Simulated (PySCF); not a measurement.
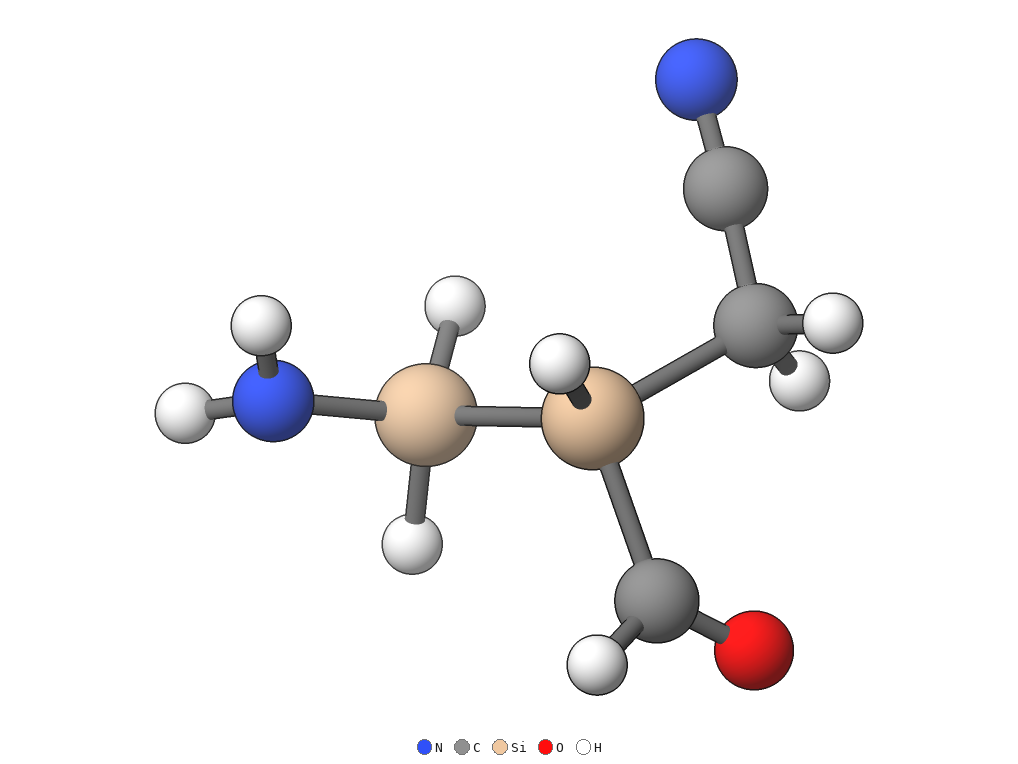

A ball-and-stick model of a molecule. Every bond is drawn as one stick, whatever its order.

The geometry was computed by an optimisation with GFN2-xTB. No frequency run is at hand to confirm it as a minimum.

Question: Give the formula.

Answer: C3H8N2OSi2, 16 atoms: 3 carbon, 8 hydrogen, 2 nitrogen, 1 oxygen and 2 silicon.

Question: Give the symmetry (Schoenflies symbol).

Answer: C1.

The parts below concern this one geometry. Atoms keep their numbers from picture to picture.

## Electronic properties

No frequency run is at hand to confirm it as a minimum. Properties computed with CAM-B3LYP/def2-SVPD, gas phase (PySCF 2.14.0). Excitations: vertical, linear response.

Question: Estimate the brightest of the 8 lowest singlets.

Answer: 6.68 eV.

Question: Give the lowest vertical singlet excitation at this level.

Answer: 3.20 eV.

Question: Give the mean static polarisability at this level.

Answer: 103.3 bohr³.

Question: Give the LUMO energy (Kohn–Sham orbital) at this level.

Answer: −0.85 eV.

## Dipole moment

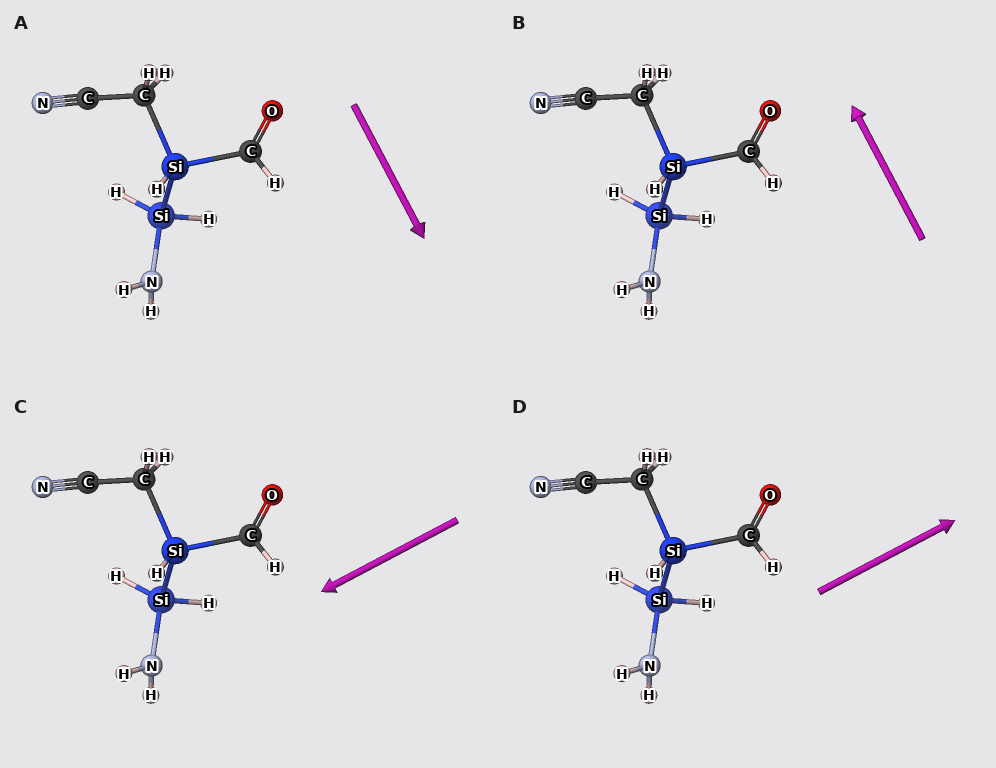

The same molecule four times, each with an arrow. No frequency run is at hand to confirm it as a minimum. Level of theory: PBE0/pcSseg-1, gas phase (PySCF 2.14.0).

Question: Which arrow points along the dipole moment, from the negative to the positive end?

Answer: A. The dipole moment is 3.60 D.

## Charges

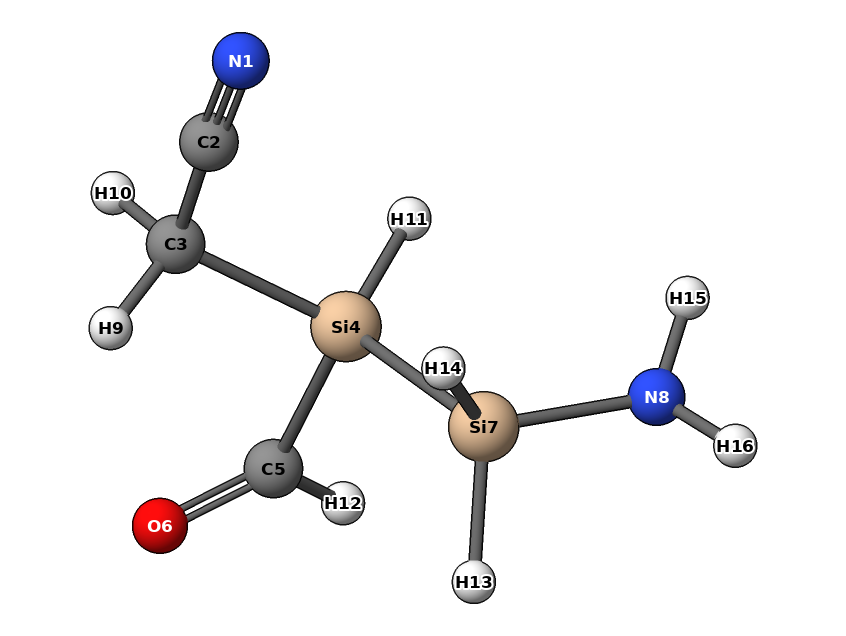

The questions are on Mulliken charges. No frequency run is at hand to confirm it as a minimum. Level of theory: PBE0/pcSseg-1, gas phase (PySCF 2.14.0).

Give the Mulliken charges atom by atom.

```
atom  value (e)
  N1      −0.25
  C2       0.03
  C3      −0.49
 Si4       0.41
  C5      −0.01
  O6      −0.34
 Si7       0.53
  N8      −0.63
  H9       0.20
 H10       0.20
 H11      −0.02
 H12       0.10
 H13      −0.07
 H14      −0.06
 H15       0.20
 H16       0.20
```

Mulliken values depend strongly on the basis set and can even reverse the polarity of a bond. The geometry is semi-empirical. Around Si such bond lengths and angles can be off by a tenth of an ångström or more and by several degrees, and values that hang on the shape move with them.
